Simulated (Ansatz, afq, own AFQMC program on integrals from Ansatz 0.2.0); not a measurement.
# AlGa (singlet): AFQMC on the coupled-cluster ladder at distance Al1–Ga2 = 10.492 Å, cc-pVDZ

How near does AFQMC come to the top of the ladder for AlGa (singlet)?

Program: Ansatz 0.2.0, Gaussian basis, and an in-house AFQMC program (afq) on its integrals; all values are calculated. Level of theory: cc-pVDZ, frozen cores. These are calculated values, not measurements.

To be run: Full CI; CCSD(T) on RHF; Full CI in the symmetry of the determinant; Full CI; PBE (unrestricted); CCSDT(Q) on RHF; CCSDTQ on RHF; r2SCAN (unrestricted); PBE0 (unrestricted); B3LYP (unrestricted); wB97M-V (unrestricted); B2PLYP (unrestricted); Phaseless AFQMC, CISD trial on RHF; UHF; CCSD(T) on UHF; CCSDT(Q) on UHF; CCSDTQ on UHF; Phaseless AFQMC, CISD trial on UHF.

10 further runs of the same task are left out: 10 that didn't finish.

### Step 1. The system

The geometry derives from a PBE0/def2-TZVP stationary point (not a proven minimum). One bond is set to the value named and the two fragments are kept rigid. No spin-orbit coupling is included. The filled d shell of Ga may be among the frozen orbitals whatever the setting's name suggests; the logs give the count.

2 atoms, charge 0, spin multiplicity 1.

Atoms are counted from 1 here; the program's logs count them from 0.

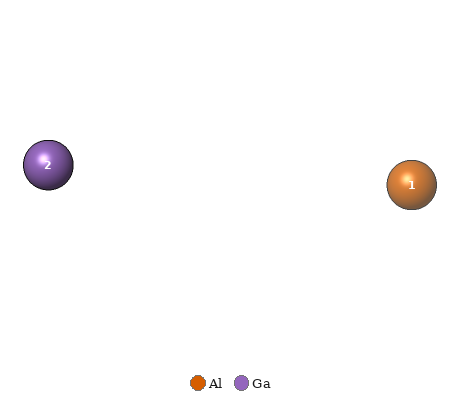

The geometry (aluminium orange, gallium purple); atoms are numbered from 1 in the order of the file.

### Step 2. Full CI

Input file in.yaml:

```yaml
crystal:
  periodic: [false, false, false]
  atoms:
    - {symbol: Al, position_ang: [0.000000, 0.000000, 0.000000]}
    - {symbol: Ga, position_ang: [0.000000, 0.000000, 10.492000]}
basis:
  gaussian: {orbitals: cc-pVDZ}
correlation: {method: fci, electrons: outside_noble_gas}
```

Command:

```bash
ansatz run in.yaml --threads 1 --pin off --events-out ev --progress --plain --max-ram 24576MiB --backend cuda --devices 0, --max-vram 18GiB
```

Log, cut to the lines that bear on the results:

```text
Functional definition: HF
  name "HF"
  cite "Fock, Z. Phys. 61, 126 (1930) doi:10.1007/BF01340294"
  parent pbe
[...]
790 factors; integrals over basis functions are off by at most 5.8e-8 eV
[...]
mean field -58911.17973435 eV, -2164.9459238056 hartree, gradient 1.4e-6 eV, S^2 0.000000; 11 other end points of the search recorded, 0 dependent functions left out; unrestricted orbitals would lower it
[...]
determinant -58911.17973435 eV, -2164.9459238056 hartree, with singles and doubles -58915.85693170 eV, -2165.1178076378 hartree
determinant -58911.17511850 eV, -2164.9457541762 hartree, with singles and doubles -58915.85507437 eV, -2165.1177393822 hartree
determinant -58911.14438202 eV, -2164.9446246315 hartree, with singles and doubles -58915.84860432 eV, -2165.1175016123 hartree
determinant -58911.17973435 eV, -2164.9459238056 hartree, with singles and doubles -58916.44485444 eV, -2165.1394134000 hartree
determinant -58911.17511850 eV, -2164.9457541762 hartree, with singles and doubles -58916.44446971 eV, -2165.1393992615 hartree
determinant -58911.14438202 eV, -2164.9446246315 hartree, with singles and doubles -58916.44514135 eV, -2165.1394239438 hartree
unrestricted determinant -58914.43995431 eV, -2165.0657346792 hartree, S^2 1.0244
19 core orbitals not correlated: weight in the atoms' cores, before any rotation towards them, 1.000 or more for the frozen orbitals, at most 0.000 for the correlated occupied ones
reference -58911.17973435 eV, -2164.9459238056 hartree; 3, 3 occupied and 23, 23 virtual orbitals, 790 factors
state -58916.95070457 eV, -2165.1580030494 hartree
19 core orbitals not correlated: weight in the atoms' cores, before any rotation towards them, 1.000 or more for the frozen orbitals, at most 0.000 for the correlated occupied ones
state -58916.95070887 eV, -2165.1580032073 hartree
Total energy: -58916.95070887 eV, -2165.1580032073 hartree
```

Run time: 13 s. Hardware: 1 × NVIDIA H100 80GB HBM3 with 1 thread of AMD EPYC 7R13 (Zen 3), shared host; peak host memory 1.6 GiB.

From the report: 1,689,856 determinants, symmetry B1.

### Step 3. CCSD(T) on RHF

in.yaml: that of step 2 with these lines changed.

```diff
@@ -7,2 +7,3 @@
   gaussian: {orbitals: cc-pVDZ}
-correlation: {method: fci, electrons: outside_noble_gas}
+magnetization: {spin_polarized: false}
+correlation: {method: ccsd_t, electrons: outside_noble_gas, hamiltonian_folder: ham}
```

The command is unchanged.

Log, cut to the lines that bear on the results:

```text
Functional definition: HF
  name "HF"
  cite "Fock, Z. Phys. 61, 126 (1930) doi:10.1007/BF01340294"
  parent pbe
[...]
506 factors; integrals over basis functions are off by at most 8.8e-5 eV
[...]
mean field -58911.17973439 eV, -2164.9459238070 hartree, gradient 1.3e-6 eV, S^2 0.000000; 16 other end points of the search recorded, 0 dependent functions left out; unrestricted orbitals would lower it
[...]
determinant -58911.17973439 eV, -2164.9459238070 hartree, with singles and doubles -58915.85692032 eV, -2165.1178072195 hartree
determinant -58911.17511855 eV, -2164.9457541781 hartree, with singles and doubles -58915.85506423 eV, -2165.1177390097 hartree
determinant -58911.14438206 eV, -2164.9446246330 hartree, with singles and doubles -58915.84859349 eV, -2165.1175012144 hartree
determinant -58911.14415654 eV, -2164.9446163450 hartree, with singles and doubles -58915.84850224 eV, -2165.1174978610 hartree
[...]
determinant -58911.14438206 eV, -2164.9446246330 hartree, with singles and doubles -58916.44512975 eV, -2165.1394235173 hartree
determinant -58911.14415654 eV, -2164.9446163450 hartree, with singles and doubles -58916.44510968 eV, -2165.1394227800 hartree
[...]
unrestricted determinant -58914.43993701 eV, -2165.0657340433 hartree, S^2 1.0244
19 core orbitals not correlated: weight in the atoms' cores, before any rotation towards them, 1.000 or more for the frozen orbitals, at most 0.000 for the correlated occupied ones
reference -58911.17973439 eV, -2164.9459238070 hartree; 3, 3 occupied and 23, 23 virtual orbitals, 506 factors
second order -5.23370183 eV of doubles, -0.00000000 eV of singles
cycle   1  -2.99064314 eV  change    -1.1e0 eV  update   1.7e-1
[...]
cycle  19  -5.26511025 eV  change   -2.0e-6 eV  update   8.5e-7
perturbative correction -0.69890778 eV, -0.0256843874 hartree
WARN: these amplitudes may be one of several solutions (largest doubles amplitude 0.88, level shift 7.49 eV)
Total energy: -58917.14375243 eV, -2165.1650974274 hartree
```

It took 13 s on 1 × NVIDIA H100 80GB HBM3 with 1 thread of AMD EPYC 7R13 (Zen 3), shared host; peak host memory 1.6 GiB.

From the report: correlation -5.9640 eV; T1 0.037; largest double amplitude 0.88. The report flags that the cluster equations may have other roots.

This run also writes the integrals to the folder ham.

### Step 4. Full CI in the symmetry of the determinant

Input file in.yaml:

```yaml
crystal:
  periodic: [false, false, false]
  atoms:
    - {symbol: Al, position_ang: [0.000000, 0.000000, 0.000000]}
    - {symbol: Ga, position_ang: [0.000000, 0.000000, 10.492000]}
basis:
  gaussian: {orbitals: cc-pVDZ, occupation: {up: {"A1": 13, "A2": 1, "B1": 4, "B2": 4}, down: {"A1": 13, "A2": 1, "B1": 4, "B2": 4}}}
correlation: {method: fci, electrons: outside_noble_gas}
```

Launched as before.

Log, cut to the lines that bear on the results:

```text
Functional definition: HF
  name "HF"
  cite "Fock, Z. Phys. 61, 126 (1930) doi:10.1007/BF01340294"
  parent pbe
[...]
790 factors; integrals over basis functions are off by at most 5.8e-8 eV
[...]
mean field -58911.17973435 eV, -2164.9459238056 hartree, gradient 6.1e-6 eV, S^2 0.000000; 0 other end points of the search recorded, 0 dependent functions left out; unrestricted orbitals would lower it
[...]
unrestricted determinant -58914.43994896 eV, -2165.0657344825 hartree, S^2 1.0244
19 core orbitals not correlated: weight in the atoms' cores, before any rotation towards them, 1.000 or more for the frozen orbitals, at most 0.000 for the correlated occupied ones
reference -58911.17973435 eV, -2164.9459238056 hartree; 3, 3 occupied and 23, 23 virtual orbitals, 790 factors
state -58916.94970729 eV, -2165.1579664001 hartree
Total energy: -58916.94970729 eV, -2165.1579664001 hartree
```

Wall time 5.5 s (1 × NVIDIA H100 80GB HBM3 with 1 thread of AMD EPYC 7R13 (Zen 3), shared host); peak host memory 1.6 GiB.

From the report: 1,690,944 determinants, symmetry A1.

### Step 5. Full CI

Input file in.yaml:

```yaml
hamiltonian:
  integrals:
    folder: ../ham
correlation: {method: fci}
```

The command is unchanged.

Log:

```text
Functional definition: HF
  name "HF"
  cite "Fock, Z. Phys. 61, 126 (1930) doi:10.1007/BF01340294"
  parent pbe
  exchange = exact_x
  correlation = 0
reference -58911.17973439 eV, -2164.9459238070 hartree; 3, 3 occupied and 23, 23 virtual orbitals, 506 factors
state -58916.95069530 eV, -2165.1580027089 hartree
Total energy: -58916.95069530 eV, -2165.1580027089 hartree
```

It took 8.5 s on 1 × NVIDIA H100 80GB HBM3 with 1 thread of AMD EPYC 7R13 (Zen 3), shared host; peak host memory 1.6 GiB.

From the report: 1,689,856 determinants.

### Step 6. PBE (unrestricted)

Input file in.yaml:

```yaml
crystal:
  periodic: [false, false, false]
  atoms:
    - {symbol: Al, position_ang: [0.000000, 0.000000, 0.000000]}
    - {symbol: Ga, position_ang: [0.000000, 0.000000, 10.492000]}
basis:
  gaussian: {orbitals: cc-pVDZ}
magnetization: {spin_polarized: true, initial_magnetization: 0}
hamiltonian: {xc: {name: PBE}}
output: {orbitals: {seedname: orbitals}}
```

Command:

```bash
ansatz run in.yaml --threads 1 --pin off --events-out ev --progress --plain --max-ram 8192MiB --backend cpu
```

Log, cut to the lines that bear on the results:

```text
Functional definition: PBE
  name "PBE"
  cite "Perdew, Burke & Ernzerhof, Phys. Rev. Lett. 77, 3865 (1996) doi:10.1103/PhysRevLett.77.3865"
  parent pbe
[...]
506 factors; integrals over basis functions are off by at most 8.8e-5 eV
[...]
mean field -58959.10208596 eV, -2166.7070377443 hartree, gradient 7.9e-6 eV, S^2 1.006545; 20 other end points of the search recorded, 0 dependent functions left out
reference -58959.10213592 eV, -2166.7070395804 hartree; 22, 22 occupied and 23, 23 virtual orbitals, 506 factors
Total energy: -58959.10213592 eV, -2166.7070395804 hartree
```

It took 29 s on 1 thread of AMD EPYC 7R13 (Zen 3), shared host; peak memory 1.6 GiB.

From the report: ⟨S²⟩ of the determinant 1.007 (pure singlet: 0.00). The determinant is far from a pure spin state, so its energy mixes those of several spin states (harmless only where they are near-degenerate, as at dissociation).

### Step 7. CCSDT(Q) on RHF

Input file in.yaml:

```yaml
crystal:
  periodic: [false, false, false]
  atoms:
    - {symbol: Al, position_ang: [0.000000, 0.000000, 0.000000]}
    - {symbol: Ga, position_ang: [0.000000, 0.000000, 10.492000]}
basis:
  gaussian: {orbitals: cc-pVDZ}
magnetization: {spin_polarized: false}
correlation: {method: ccsdt_q, electrons: outside_noble_gas}
```

Command:

```bash
ansatz run in.yaml --threads 1 --pin off --events-out ev --progress --plain --max-ram 24576MiB --backend cuda --devices 0, --max-vram 18GiB
```

Log, cut to the lines that bear on the results:

```text
Functional definition: HF
  name "HF"
  cite "Fock, Z. Phys. 61, 126 (1930) doi:10.1007/BF01340294"
  parent pbe
[...]
790 factors; integrals over basis functions are off by at most 5.8e-8 eV
[...]
mean field -58911.17973435 eV, -2164.9459238056 hartree, gradient 1.4e-6 eV, S^2 0.000000; 16 other end points of the search recorded, 0 dependent functions left out; unrestricted orbitals would lower it
[...]
determinant -58911.17973435 eV, -2164.9459238056 hartree, with singles and doubles -58915.85693170 eV, -2165.1178076378 hartree
determinant -58911.17511850 eV, -2164.9457541762 hartree, with singles and doubles -58915.85507419 eV, -2165.1177393756 hartree
determinant -58911.16268604 eV, -2164.9452972916 hartree, with singles and doubles -58915.85361937 eV, -2165.1176859118 hartree
determinant -58911.14438202 eV, -2164.9446246315 hartree, with singles and doubles -58915.84860432 eV, -2165.1175016123 hartree
[...]
determinant -58911.14438202 eV, -2164.9446246315 hartree, with singles and doubles -58916.44514116 eV, -2165.1394239366 hartree
determinant -58911.14415650 eV, -2164.9446163437 hartree, with singles and doubles -58916.44512197 eV, -2165.1394232315 hartree
[...]
unrestricted determinant -58914.43994326 eV, -2165.0657342732 hartree, S^2 1.0244
19 core orbitals not correlated: weight in the atoms' cores, before any rotation towards them, 1.000 or more for the frozen orbitals, at most 0.000 for the correlated occupied ones
reference -58911.17973435 eV, -2164.9459238056 hartree; 3, 3 occupied and 23, 23 virtual orbitals, 790 factors
second order -5.23372216 eV of doubles, -0.00000000 eV of singles
cycle   1  -2.99065812 eV  change    -1.1e0 eV  update   1.8e-1
[...]
cycle  29  -5.75907634 eV  change   -4.5e-8 eV  update   5.3e-8
perturbative correction -0.01051410 eV, -0.0003863860 hartree
WARN: these amplitudes may be one of several solutions (largest doubles amplitude 1.00, level shift 7.49 eV)
Total energy: -58916.94932479 eV, -2165.1579523433 hartree
```

It took 38 s on 1 × NVIDIA H100 80GB HBM3 with 1 thread of AMD EPYC 7R13 (Zen 3), shared host; peak host memory 1.6 GiB.

From the report: correlation -5.7696 eV; T1 0.040; largest double amplitude 1.00. The report flags that the cluster equations may have other roots.

### Step 8. CCSDTQ on RHF

in.yaml: that of step 7 with these lines changed.

```diff
@@ -8,2 +8,2 @@
 magnetization: {spin_polarized: false}
-correlation: {method: ccsdt_q, electrons: outside_noble_gas}
+correlation: {method: ccsdtq, electrons: outside_noble_gas}
```

The command is unchanged.

Log, cut to the lines that bear on the results:

```text
Functional definition: HF
  name "HF"
  cite "Fock, Z. Phys. 61, 126 (1930) doi:10.1007/BF01340294"
  parent pbe
[...]
790 factors; integrals over basis functions are off by at most 5.8e-8 eV
[...]
mean field -58911.17973435 eV, -2164.9459238056 hartree, gradient 1.4e-6 eV, S^2 0.000000; 16 other end points of the search recorded, 0 dependent functions left out; unrestricted orbitals would lower it
[...]
determinant -58911.17973435 eV, -2164.9459238056 hartree, with singles and doubles -58915.85693170 eV, -2165.1178076378 hartree
determinant -58911.17511850 eV, -2164.9457541762 hartree, with singles and doubles -58915.85507419 eV, -2165.1177393756 hartree
determinant -58911.16268604 eV, -2164.9452972916 hartree, with singles and doubles -58915.85361937 eV, -2165.1176859118 hartree
determinant -58911.14438202 eV, -2164.9446246315 hartree, with singles and doubles -58915.84860432 eV, -2165.1175016123 hartree
[...]
determinant -58911.16268604 eV, -2164.9452972916 hartree, with singles and doubles -58916.44652302 eV, -2165.1394747191 hartree
determinant -58911.14438202 eV, -2164.9446246315 hartree, with singles and doubles -58916.44514116 eV, -2165.1394239366 hartree
determinant -58911.14415650 eV, -2164.9446163437 hartree, with singles and doubles -58916.44512197 eV, -2165.1394232315 hartree
[...]
unrestricted determinant -58914.43994326 eV, -2165.0657342732 hartree, S^2 1.0244
19 core orbitals not correlated: weight in the atoms' cores, before any rotation towards them, 1.000 or more for the frozen orbitals, at most 0.000 for the correlated occupied ones
reference -58911.17973435 eV, -2164.9459238056 hartree; 3, 3 occupied and 23, 23 virtual orbitals, 790 factors
second order -5.23372216 eV of doubles, -0.00000000 eV of singles
cycle   1  -2.99065886 eV  change    -1.1e0 eV  update   1.8e-1
[...]
cycle  37  -5.76950556 eV  change    3.4e-8 eV  update   1.5e-7
WARN: these amplitudes may be one of several solutions (largest doubles amplitude 1.00, level shift 7.49 eV)
Total energy: -58916.94923991 eV, -2165.1579492243 hartree
```

Run time: 37 s. Hardware: 1 × NVIDIA H100 80GB HBM3 with 1 thread of AMD EPYC 7R13 (Zen 3), shared host; peak host memory 1.6 GiB.

From the report: correlation -5.7695 eV; T1 0.040; largest double amplitude 1.00. The report flags that the cluster equations may have other roots.

### Step 9. r2SCAN (unrestricted)

in.yaml: that of step 8 with these lines changed.

```diff
@@ -7,3 +7,3 @@
   gaussian: {orbitals: cc-pVDZ}
-magnetization: {spin_polarized: false}
-correlation: {method: ccsdtq, electrons: outside_noble_gas}
+magnetization: {spin_polarized: true, initial_magnetization: 0}
+hamiltonian: {xc: {name: r2SCAN}}
```

Command:

```bash
ansatz run in.yaml --threads 1 --pin off --events-out ev --progress --plain --max-ram 8192MiB --backend cpu
```

Log, cut to the lines that bear on the results:

```text
Functional definition: r2SCAN
  name "r2SCAN"
  cite "Furness, Kaplan, Ning, Perdew & Sun, J. Phys. Chem. Lett. 11, 8208 (2020) doi:10.1021/acs.jpclett.0c02405"
  cite "Furness, Kaplan, Ning, Perdew & Sun, J. Phys. Chem. Lett. 11, 9248 (2020) doi:10.1021/acs.jpclett.0c03077"
  parent r2scan
[...]
506 factors; integrals over basis functions are off by at most 8.8e-5 eV
[...]
mean field -58969.37300966 eV, -2167.0844872285 hartree, gradient 5.4e-7 eV, S^2 1.014840; 20 other end points of the search recorded, 0 dependent functions left out
reference -58969.37303101 eV, -2167.0844880128 hartree; 22, 22 occupied and 23, 23 virtual orbitals, 506 factors
Total energy: -58969.37303101 eV, -2167.0844880128 hartree
```

Wall time 1.7 min (1 thread of AMD EPYC 7R13 (Zen 3), shared host); peak memory 1.6 GiB.

From the report: ⟨S²⟩ of the determinant 1.015 (pure singlet: 0.00). The determinant is far from a pure spin state, so its energy mixes those of several spin states (harmless only where they are near-degenerate, as at dissociation).

### Step 10. PBE0 (unrestricted)

in.yaml: that of step 9 with these lines changed.

```diff
@@ -8,2 +8,3 @@
 magnetization: {spin_polarized: true, initial_magnetization: 0}
-hamiltonian: {xc: {name: r2SCAN}}
+hamiltonian: {xc: {name: PBE0}}
+output: {orbitals: {seedname: orbitals}}
```

Same command.

Log, cut to the lines that bear on the results:

```text
Functional definition: PBE0
  name "PBE0"
  cite "Adamo & Barone, J. Chem. Phys. 110, 6158 (1999) doi:10.1063/1.478522"
  cite "Perdew, Burke & Ernzerhof, Phys. Rev. Lett. 77, 3865 (1996) doi:10.1103/PhysRevLett.77.3865"
  parent pbe
[...]
506 factors; integrals over basis functions are off by at most 8.8e-5 eV
[...]
mean field -58960.77657158 eV, -2166.7685739557 hartree, gradient 5.3e-6 eV, S^2 1.009020; 11 other end points of the search recorded, 0 dependent functions left out
reference -58960.77660889 eV, -2166.7685753271 hartree; 22, 22 occupied and 23, 23 virtual orbitals, 506 factors
Total energy: -58960.77660889 eV, -2166.7685753271 hartree
```

Wall time 24 s (1 thread of AMD EPYC 7R13 (Zen 3), shared host); peak memory 1.6 GiB.

From the report: ⟨S²⟩ of the determinant 1.009 (pure singlet: 0.00). The determinant is far from a pure spin state, so its energy mixes those of several spin states (harmless only where they are near-degenerate, as at dissociation).

### Step 11. B3LYP (unrestricted)

in.yaml: that of step 10 with these lines changed.

```diff
@@ -8,3 +8,2 @@
 magnetization: {spin_polarized: true, initial_magnetization: 0}
-hamiltonian: {xc: {name: PBE0}}
-output: {orbitals: {seedname: orbitals}}
+hamiltonian: {xc: {name: B3LYP}}
```

Same command.

Log, cut to the lines that bear on the results:

```text
Functional definition: B3LYP
  name "B3LYP"
  cite "Stephens, Devlin, Chabalowski & Frisch, J. Phys. Chem. 98, 11623 (1994) doi:10.1021/j100096a001"
  cite "Becke, Phys. Rev. A 38, 3098 (1988) doi:10.1103/PhysRevA.38.3098"
  cite "Lee, Yang & Parr, Phys. Rev. B 37, 785 (1988) doi:10.1103/PhysRevB.37.785"
  cite "Vosko, Wilk & Nusair, Can. J. Phys. 58, 1200 (1980) doi:10.1139/p80-159"
[...]
506 factors; integrals over basis functions are off by at most 8.8e-5 eV
[...]
mean field -58972.89288259 eV, -2167.2138401728 hartree, gradient 2.0e-6 eV, S^2 1.006034; 20 other end points of the search recorded, 0 dependent functions left out
reference -58972.89317048 eV, -2167.2138507525 hartree; 22, 22 occupied and 23, 23 virtual orbitals, 506 factors
Total energy: -58972.89317048 eV, -2167.2138507525 hartree
```

It took 33 s on 1 thread of AMD EPYC 7R13 (Zen 3), shared host; peak memory 1.6 GiB.

From the report: ⟨S²⟩ of the determinant 1.006 (pure singlet: 0.00). The determinant is far from a pure spin state, so its energy mixes those of several spin states (harmless only where they are near-degenerate, as at dissociation).

### Step 12. wB97M-V (unrestricted)

in.yaml: that of step 11 with these lines changed.

```diff
@@ -8,2 +8,3 @@
 magnetization: {spin_polarized: true, initial_magnetization: 0}
-hamiltonian: {xc: {name: B3LYP}}
+hamiltonian: {xc: {name: wB97M-V}}
+output: {orbitals: {seedname: orbitals}}
```

Launched as before.

Log, cut to the lines that bear on the results:

```text
Functional definition: wB97M-V
  name "wB97M-V"
  cite "Mardirossian & Head-Gordon, J. Chem. Phys. 144, 214110 (2016) doi:10.1063/1.4952647"
  cite "Becke, J. Chem. Phys. 107, 8554 (1997) doi:10.1063/1.475007"
  cite "Vydrov & Van Voorhis, J. Chem. Phys. 133, 244103 (2010) doi:10.1063/1.3521275"
  # Of w^i u^j: cxij and so on, Table III.
[...]
  gx(w, u) = 1 - cx + cx01*u + cx10*w
  gss(w, u) = css00 + css04*u^4 + css10*w + css20*w^2 + css43*w^4*u^3
  gos(w, u) = cos00 + cos10*w + (cos20 + cos21*u)*w^2 + (cos60 + cos61*u)*w^6
[...]
      + integral(e_c_pw_mod_opposite_spin*gos(b97_w_opposite, b97_u_opposite)) + vv10(b, c)
506 factors; integrals over basis functions are off by at most 8.8e-5 eV
149 factors; integrals over basis functions are off by at most 1.9e-5 eV
[...]
mean field -58967.66691106 eV, -2167.0217892612 hartree, gradient 7.2e-6 eV, S^2 1.002771; 10 other end points of the search recorded, 0 dependent functions left out
reference -58967.66696001 eV, -2167.0217910603 hartree; 22, 22 occupied and 23, 23 virtual orbitals, 506 factors
Total energy: -58967.66696001 eV, -2167.0217910603 hartree
```

It took 95 s on 1 thread of AMD EPYC 7R13 (Zen 3), shared host; peak memory 1.6 GiB.

From the report: ⟨S²⟩ of the determinant 1.003 (pure singlet: 0.00). The determinant is far from a pure spin state, so its energy mixes those of several spin states (harmless only where they are near-degenerate, as at dissociation).

[end of part 1 of 2]
